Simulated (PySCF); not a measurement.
# CH₁₀O₃SSi₄: what the fields show

The calculation's input:

```
{"job": {"kind": "nmr", "xc": "PBE0", "basis": "pcSseg-1"}, "charge": 0, "multiplicity": 1}
C     -3.734862    -1.009604    -0.222379
S     -2.980764     0.518507     0.417892
Si    -0.953044    -0.046884     0.071459
O     -0.047188     1.138693     0.735964
Si     1.291096     1.702862     0.001845
O      2.593632     1.069006     0.691330
Si     3.248860    -0.303599     1.271255
O      1.168088     1.129234    -1.516219
Si     0.019420     0.074718    -2.029427
H     -3.362820    -1.860088     0.338978
H     -3.499395    -1.122340    -1.275710
H     -4.806890    -0.918007    -0.088754
H     -0.677708    -1.224399     0.911560
H      1.323021     3.137807     0.039469
H      4.678177    -0.014156     1.206307
H      2.754215    -0.480787     2.635704
H      2.870014    -1.445469     0.432544
H     -0.652870     0.769389    -3.131003
H      0.759214    -1.105631    -2.483112
```

Launched as:

```sh
OMP_NUM_THREADS=1 python probes_run.py task.json out
```

Geometry: GFN2-xTB.

Theory: PBE0/pcSseg-1, SCF density, gas phase, non-relativistic (PySCF).

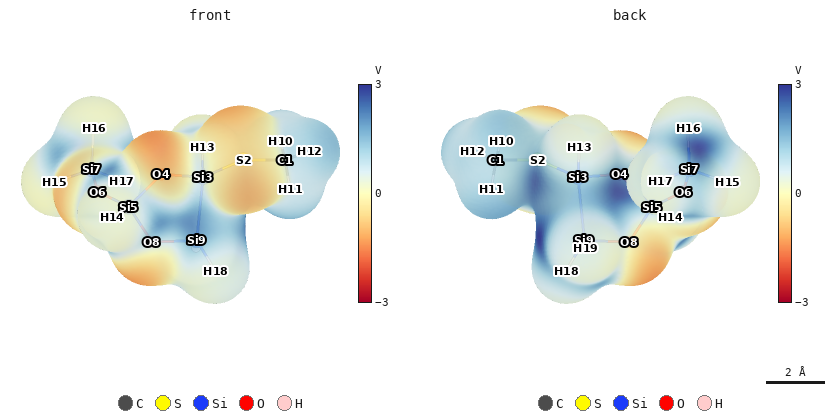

Figure 1. The molecular electrostatic potential painted on the density surface at 0.004 e/bohr³, seen from the front and from behind; the colour scale runs from red (negative) to blue (positive).

**Where is the surface potential most negative and most positive?**

The most negative region (about −1.3 V, or −30 kcal/mol for a unit charge) lies over O4 and O8, the most positive (about +2.8 V, or +65 kcal/mol for a unit charge) over Si3, Si7 and Si9.

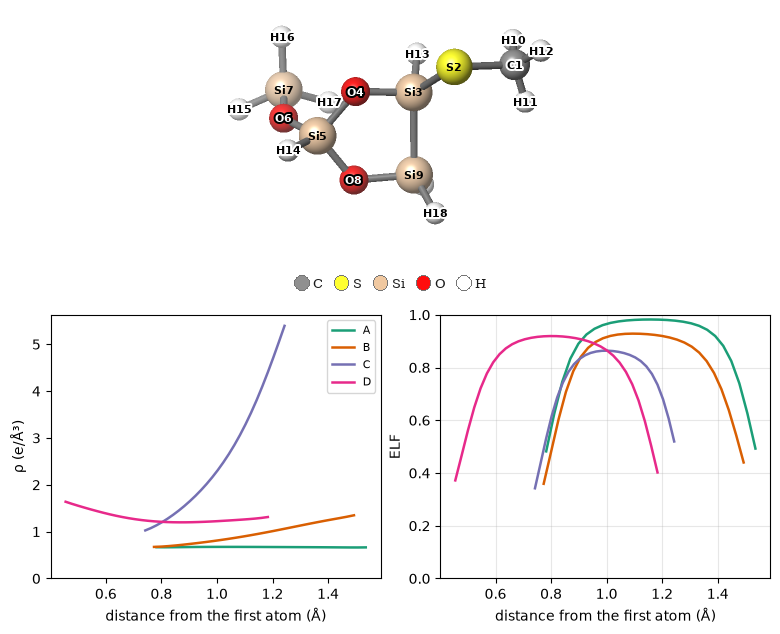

Figure 2. Total electron density and ELF along straight lines between neighbouring atoms. The curves leave out the atomic cores. The structure is drawn too.

**Which curve belongs to which contact (C–S, Si–O, Si–S and Si–Si)? The first atom named is at distance zero.**

Curve A: Si–Si (2.32 Å): the density is about 0.67 e/Å³ at the midpoint; the ELF peaks at about 1 between the atoms, as expected for a covalent bond. Curve B: Si–S (2.13 Å): the density is about 0.87 e/Å³ at the midpoint; the ELF peaks at about 0.95 between the atoms (localised, covalent bonding). Curve C: Si–O (1.60 Å): the density is about 1.2 e/Å³ at the midpoint; the ELF peaks at about 0.85 between the atoms, as expected for a short, strongly polar bond. Curve D: C–S (1.82 Å): the density is about 1.2 e/Å³ at the midpoint; the ELF peaks at about 0.90 between the atoms; a shared electron pair.
